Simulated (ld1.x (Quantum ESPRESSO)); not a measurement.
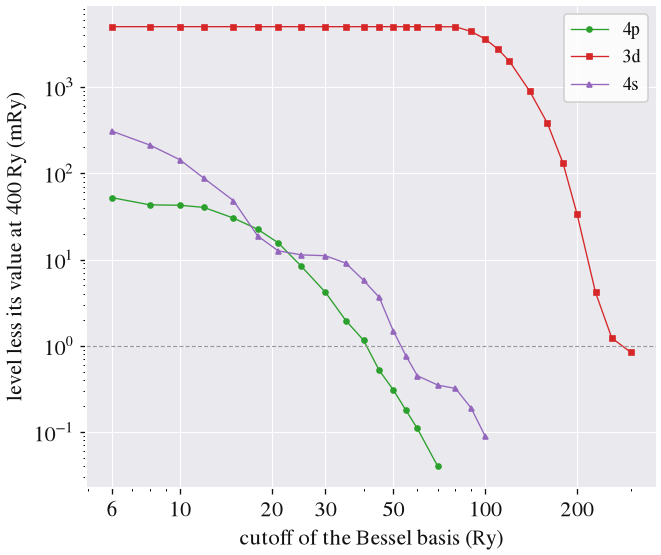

Figure 1. The pseudo-atom Hamiltonian at the reference potential is diagonalised in spherical Bessel functions (20 bohr box) up to the cutoff. Curves: distance of each valence level from its value at 400 Ry.

- Hardest occupied shell: 3d: its level needs 300 Ry to come within 1 mRy, against 55 Ry for 4s.
- Cutoffs for 10 and 1 mRy in the occupation-weighted sum of levels: 300 Ry and over 300 Ry, on the ladder of cutoffs that was run.
- Cutoffs from which each level stays within 1 mRy: 4p: 45 Ry; 3d: 300 Ry; 4s: 55 Ry.

**Pseudopotential generation for Br (part 1 of 2)**

- system: bromine (Br, Z = 35), core [Ar], reference valence 3d10 4s1.75 4p5.25, valence charge 17.
- method: RRKJ potential, PBEsol, scalar-relativistic, made with ld1.x (Quantum ESPRESSO) 7.5

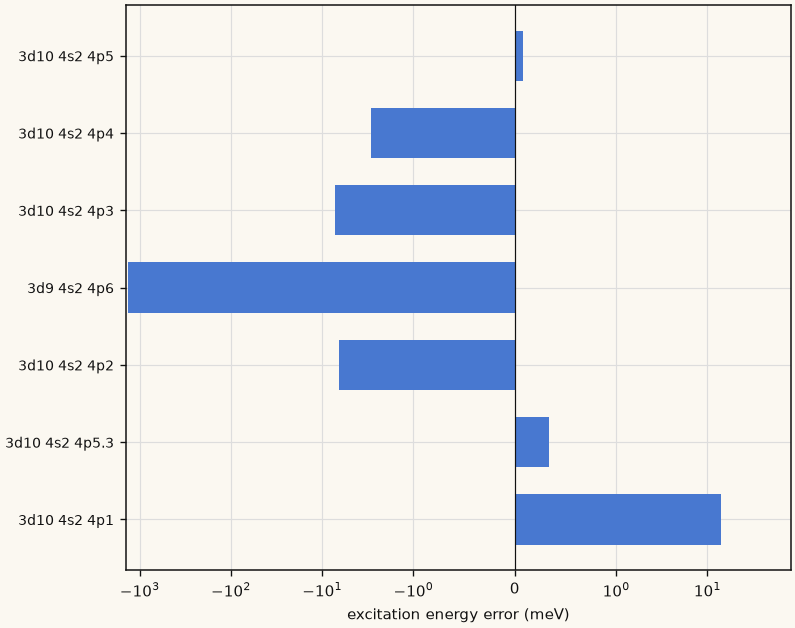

Figure 2. Errors, all-electron minus pseudo, of the energies of valence configurations relative to the unpolarised reference 3d10 4s1.75 4p5.25.

- Worst configuration: 3d9 4s2 4p6 (neutral): the error is -1349 meV on an all-electron energy of +61.24 eV relative to the reference, or 2.2 %.
- Configurations within 10 meV and within 50 meV: 5 and 6 of 7.

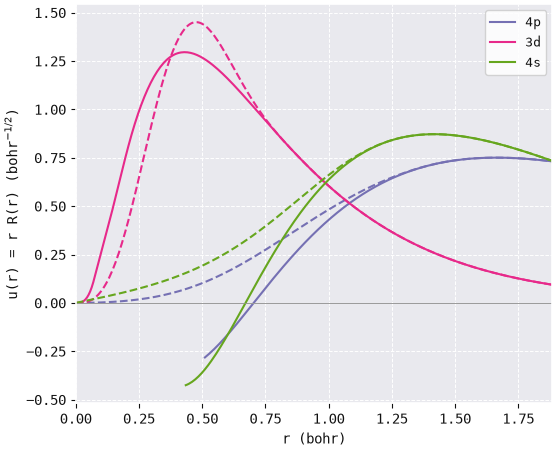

Figure 3. Partial waves u(r) = r R(r), all-electron (solid) and pseudo (dashed). The innermost oscillations of some all-electron curves aren't drawn. Reference configuration 3d10 4s1.75 4p5.25.

- Matching radii: 4p at 1.45 bohr; 3d at 0.85 bohr; 4s at 1.40 bohr. The curves merge smoothly, so the plot gives these only roughly.
- Nodes of the pseudo-waves: 4p has no node; 3d has no node; 4s has no node.

These pictures come from the run below.

### The input
```
 &input
   title='Br', zed=35., rel=1, dft='PBESOL', iswitch=3,
   config='[Ar] 3d10 4s1.75 4p5.25',
   nld=3, rlderiv=1.60, eminld=-7.0, emaxld=5.0, deld=0.02
 /
 &inputp
   pseudotype=2, tm=.false., rho0=0.005, lloc=0,
   nlcc=.true., rcore=0.64,
   file_pseudopw='Br.UPF', file_wfcaegen='ae.wfc', file_wfcncgen='nc.wfc', file_beta='beta', file_chi='chi'
 /
3
4P  2  1   5.25   0.00  1.45  1.45  0.0
3D  3  2  10.00   0.00  0.85  0.85  0.0
4S  1  0   1.75   0.00  1.40  1.40  0.0
 &test
   configts(1)='3d10 4s1.75 4p5.25'
 /
```

### Input of the test run
```
 &input
   title='Br', zed=35., rel=1, dft='PBESOL', iswitch=2,
   config='[Ar] 3d10 4s1.75 4p5.25'
 /
 &test
   file_pseudo='Br.UPF', nconf=8,
   configts(1)='3d10 4s1.75 4p5.25',
   configts(2)='3d10 4s2 4p5',
   configts(3)='3d10 4s2 4p4',
   configts(4)='3d10 4s2 4p3',
   configts(5)='3d9 4s2 4p6',
   configts(6)='3d10 4s2 4p2',
   configts(7)='3d10 4s2 4p5.3',
   configts(8)='3d10 4s2 4p1'
 /
```

Launched with:
```bash
ld1.x < Br.in > Br.out
```

### Log
```
     Program LD1 v.7.5
     --------------------------- All-electron run ----------------------------

     Br
     scalar relativistic calculation

     atomic number is 35.00
     dft =PBESOL   lsd =0 sic =0 latt =0  beta=0.20 tr2=1.0E-14
     Exchange-correlation= PBESOL
                           (   1   4  10   8   0   0   0)
     mesh =1213 r(mesh) =  98.95369 a.u. xmin = -7.00 dx = 0.01250
     1 Ry =  13.60569312 eV, c = 137.03599908

     n l     nl                  e(Ry)          e(Ha)          e(eV)
     1 0     1S 1( 2.00)      -978.1503      -489.0752    -13308.4131
     2 0     2S 1( 2.00)      -127.3158       -63.6579     -1732.2198
     2 1     2P 1( 6.00)      -112.3245       -56.1622     -1528.2526
     3 0     3S 1( 2.00)       -17.4952        -8.7476      -238.0338
     3 1     3P 1( 6.00)       -12.7634        -6.3817      -173.6556
     3 2     3D 1(10.00)        -4.9321        -2.4660       -67.1046
     4 0     4S 1( 1.75)        -1.4947        -0.7473       -20.3363
     4 1     4P 1( 5.25)        -0.5886        -0.2943        -8.0079

     final scf error:  7.0E-15 reached in  36 iterations

     Etot =   -5209.154545 Ry,   -2604.577273 Ha,  -70874.158175 eV

     Ekin =    5321.365592 Ry,    2660.682796 Ha,   72400.867237 eV
     Encl =  -12563.965224 Ry,   -6281.982612 Ha, -170941.455252 eV
     Eh   =    2214.096892 Ry,    1107.048446 Ha,   30124.322852 eV
     Exc  =    -180.651804 Ry,     -90.325902 Ha,   -2457.893012 eV

     normalization and overlap integrals

     s(1S/1S) =  1.000000  <r> =   0.0428  <r2> =    0.0025  r(max) =   0.0279
     s(2S/2S) =  1.000000  <r> =   0.1897  <r2> =    0.0424  r(max) =   0.1584
     s(2P/2P) =  1.000000  <r> =   0.1655  <r2> =    0.0335  r(max) =   0.1280
     s(3S/3S) =  1.000000  <r> =   0.5519  <r2> =    0.3504  r(max) =   0.4817
     s(3P/3P) =  1.000000  <r> =   0.5644  <r2> =    0.3733  r(max) =   0.4817
     s(3D/3D) =  1.000000  <r> =   0.5904  <r2> =    0.4327  r(max) =   0.4305
     s(4S/4S) =  1.000000  <r> =   1.6709  <r2> =    3.2055  r(max) =   1.4115
     s(4P/4P) =  1.000000  <r> =   2.0928  <r2> =    5.1640  r(max) =   1.6606

     ------------------------ End of All-electron run ------------------------

     --------------------- Generating NC pseudopotential ---------------------

      Generating local pot.: lloc=0, matching radius rcloc =   1.4000

      Computing core charge for nlcc:

       r > 0.64 : true rho core
       r < 0.64 : rho core = a sin(br)/r    a=  31.40  b=   3.87

      Integrated core pseudo-charge :   7.92

      Wfc   4P  rcut= 1.447  Estimated cut-off energy=       81.89 Ry
      This function has    0 nodes for 0 < r <    1.447

      Wfc   3D  rcut= 0.856  Estimated cut-off energy=      321.75 Ry
      This function has    0 nodes for 0 < r <    0.856

     ------------------- End of pseudopotential generation -------------------

     --------------------------- All-electron run ----------------------------

     Br
     scalar relativistic calculation

     atomic number is 35.00
     dft =PBESOL   lsd =0 sic =0 latt =0  beta=0.20 tr2=1.0E-14
     Exchange-correlation= PBESOL
                           (   1   4  10   8   0   0   0)
     mesh =1213 r(mesh) =  98.95369 a.u. xmin = -7.00 dx = 0.01250
     1 Ry =  13.60569312 eV, c = 137.03599908

     n l     nl                  e(Ry)          e(Ha)          e(eV)
     1 0     1S 1( 2.00)      -978.1503      -489.0752    -13308.4131
     2 0     2S 1( 2.00)      -127.3158       -63.6579     -1732.2198
     2 1     2P 1( 6.00)      -112.3245       -56.1622     -1528.2526
     3 0     3S 1( 2.00)       -17.4952        -8.7476      -238.0338
     3 1     3P 1( 6.00)       -12.7634        -6.3817      -173.6556
     3 2     3D 1(10.00)        -4.9321        -2.4660       -67.1046
     4 0     4S 1( 1.75)        -1.4947        -0.7473       -20.3363
     4 1     4P 1( 5.25)        -0.5886        -0.2943        -8.0079

     final scf error:  7.0E-15 reached in  36 iterations

     Etot =   -5209.154545 Ry,   -2604.577273 Ha,  -70874.158175 eV

     Ekin =    5321.365592 Ry,    2660.682796 Ha,   72400.867237 eV
     Encl =  -12563.965224 Ry,   -6281.982612 Ha, -170941.455252 eV
     Eh   =    2214.096892 Ry,    1107.048446 Ha,   30124.322852 eV
     Exc  =    -180.651804 Ry,     -90.325902 Ha,   -2457.893012 eV

     normalization and overlap integrals

     s(1S/1S) =  1.000000  <r> =   0.0428  <r2> =    0.0025  r(max) =   0.0279
     s(2S/2S) =  1.000000  <r> =   0.1897  <r2> =    0.0424  r(max) =   0.1584
     s(2P/2P) =  1.000000  <r> =   0.1655  <r2> =    0.0335  r(max) =   0.1280
     s(3S/3S) =  1.000000  <r> =   0.5519  <r2> =    0.3504  r(max) =   0.4817
     s(3P/3P) =  1.000000  <r> =   0.5644  <r2> =    0.3733  r(max) =   0.4817
     s(3D/3D) =  1.000000  <r> =   0.5904  <r2> =    0.4327  r(max) =   0.4305
     s(4S/4S) =  1.000000  <r> =   1.6709  <r2> =    3.2055  r(max) =   1.4115
     s(4P/4P) =  1.000000  <r> =   2.0928  <r2> =    5.1640  r(max) =   1.6606

     ------------------------ End of All-electron run ------------------------

     Computing logarithmic derivative in   1.60950

       Warning: n=3, l=2 expected 0 nodes, found 1
       Setting wfc to zero for this iteration
       (This warning will only be printed once per wavefunction)

     Computing logarithmic derivative in   1.60950
     Computing the partial wave expansion
       no projector for channel:   0
     R is outside the sphere for l=    1 j= 0.00
     R is outside the sphere for l=    2 j= 0.00

     ---------------------- Testing the pseudopotential ----------------------

     Br
     scalar relativistic calculation

     atomic number is 35.00   valence charge is 17.00
     dft =PBESOL   lsd =0 sic =0 latt =0  beta=0.20 tr2=1.0E-14
     mesh =1213 r(mesh) =  98.95369 xmin = -7.00 dx = 0.01250

     n l     nl             e AE (Ry)        e PS (Ry)    De AE-PS (Ry)
     3 2     3D   1(10.00)       -4.93209       -4.93210        0.00000
     1 0     4S   1( 1.75)       -1.49469       -1.49470        0.00001
     2 1     4P   1( 5.25)       -0.58857       -0.58857        0.00000

     eps = 3.8E-15  iter = 16

     Etot =   -5209.154545 Ry,   -2604.577273 Ha,  -70874.158175 eV
     Etotps =  -320.548513 Ry,    -160.274256 Ha,   -4361.284694 eV

     Ekin =     345.274714 Ry,     172.637357 Ha,    4697.701803 eV
     Encl =    -434.657176 Ry,    -217.328588 Ha,   -5913.812146 eV
     Ehrt =     252.229456 Ry,     126.114728 Ha,    3431.756570 eV
     Ecxc =     -59.227650 Ry,     -29.613825 Ha,    -805.833229 eV
     (Ecc =     -18.991435 Ry,      -9.495718 Ha,    -258.391640 eV)
     Epseu=    -424.167857 Ry,    -212.083928 Ha,   -5771.097692 eV

     ---------------------- End of pseudopotential test ----------------------
```

### Output of the test run (extracts)
```
     ---------------------- Testing the pseudopotential ----------------------

     Br
     scalar relativistic calculation

     atomic number is 35.00   valence charge is 17.00
     dft =PBESOL   lsd =0 sic =0 latt =0  beta=0.20 tr2=1.0E-14
     mesh =1213 r(mesh) =  98.95369 xmin = -7.00 dx = 0.01250

     n l     nl             e AE (Ry)        e PS (Ry)    De AE-PS (Ry)
     3 2     3D   1(10.00)       -4.93209       -4.93210        0.00000
     1 0     4S   1( 1.75)       -1.49469       -1.49470        0.00001
     2 1     4P   1( 5.25)       -0.58857       -0.58857        0.00000

     eps = 8.6E-15  iter = 27

     Etot =   -5209.154545 Ry,   -2604.577273 Ha,  -70874.158175 eV
     Etotps =  -320.548513 Ry,    -160.274256 Ha,   -4361.284692 eV

     Ekin =     345.274715 Ry,     172.637357 Ha,    4697.701813 eV
     Encl =    -434.657175 Ry,    -217.328587 Ha,   -5913.812135 eV
     Ehrt =     252.229455 Ry,     126.114728 Ha,    3431.756561 eV
     Ecxc =     -59.227650 Ry,     -29.613825 Ha,    -805.833229 eV
     (Ecc =     -18.991435 Ry,      -9.495718 Ha,    -258.391640 eV)
     Epseu=    -424.167858 Ry,    -212.083929 Ha,   -5771.097703 eV

     ---------------------- End of pseudopotential test ----------------------

     ---------------------- Testing the pseudopotential ----------------------

     Br
     scalar relativistic calculation

     atomic number is 35.00   valence charge is 17.00
     dft =PBESOL   lsd =0 sic =0 latt =0  beta=0.20 tr2=1.0E-14
     mesh =1213 r(mesh) =  98.95369 xmin = -7.00 dx = 0.01250

     n l     nl             e AE (Ry)        e PS (Ry)    De AE-PS (Ry)
     3 2     3D   1(10.00)       -4.90328       -4.90163       -0.00166
     1 0     4S   1( 2.00)       -1.47978       -1.47966       -0.00012
     2 1     4P   1( 5.00)       -0.57733       -0.57734        0.00000

     eps = 7.6E-15  iter = 27

     Etot =   -5209.380599 Ry,   -2604.690299 Ha,  -70877.233786 eV
     Etotps =  -320.774572 Ry,    -160.387286 Ha,   -4364.360389 eV
     dEtot_ae =      -0.226053 Ry
     dEtot_ps =      -0.226060 Ry,   Delta E=       0.000006 Ry

     Ekin =     345.023168 Ry,     172.511584 Ha,    4694.279340 eV
     Encl =    -435.110739 Ry,    -217.555369 Ha,   -5919.983184 eV
     Ehrt =     252.627613 Ry,     126.313806 Ha,    3437.173777 eV
     Ecxc =     -59.257959 Ry,     -29.628979 Ha,    -806.245603 eV
     (Ecc =     -18.991435 Ry,      -9.495718 Ha,    -258.391640 eV)
     Epseu=    -424.056655 Ry,    -212.028328 Ha,   -5769.584718 eV

     ---------------------- End of pseudopotential test ----------------------

     ---------------------- Testing the pseudopotential ----------------------

     Br
     scalar relativistic calculation

     atomic number is 35.00   valence charge is 17.00
     dft =PBESOL   lsd =0 sic =0 latt =0  beta=0.20 tr2=1.0E-14
     mesh =1213 r(mesh) =  98.95369 xmin = -7.00 dx = 0.01250

     n l     nl             e AE (Ry)        e PS (Ry)    De AE-PS (Ry)
     3 2     3D   1(10.00)       -5.72650       -5.71985       -0.00665  !
     1 0     4S   1( 2.00)       -2.23456       -2.23454       -0.00002
     2 1     4P   1( 4.00)       -1.28438       -1.28446        0.00008

     eps = 2.5E-15  iter = 21

     Etot =   -5208.457936 Ry,   -2604.228968 Ha,  -70864.680322 eV
     Etotps =  -319.851690 Ry,    -159.925845 Ha,   -4351.803940 eV
     dEtot_ae =       0.696609 Ry
     dEtot_ps =       0.696822 Ry,   Delta E=      -0.000213 Ry

     Ekin =     344.607730 Ry,     172.303865 Ha,    4688.627022 eV
     Encl =    -421.174370 Ry,    -210.587185 Ha,   -5730.369223 eV
     Ehrt =     239.560274 Ry,     119.780137 Ha,    3259.383574 eV
     Ecxc =     -58.616890 Ry,     -29.308445 Ha,    -797.523414 eV
     (Ecc =     -18.991435 Ry,      -9.495718 Ha,    -258.391640 eV)
     Epseu=    -424.228435 Ry,    -212.114217 Ha,   -5771.921900 eV

     ---------------------- End of pseudopotential test ----------------------
```

(Continued in part 2.) Outcome of the run: generated; ld1.x warns of wrong node counts.
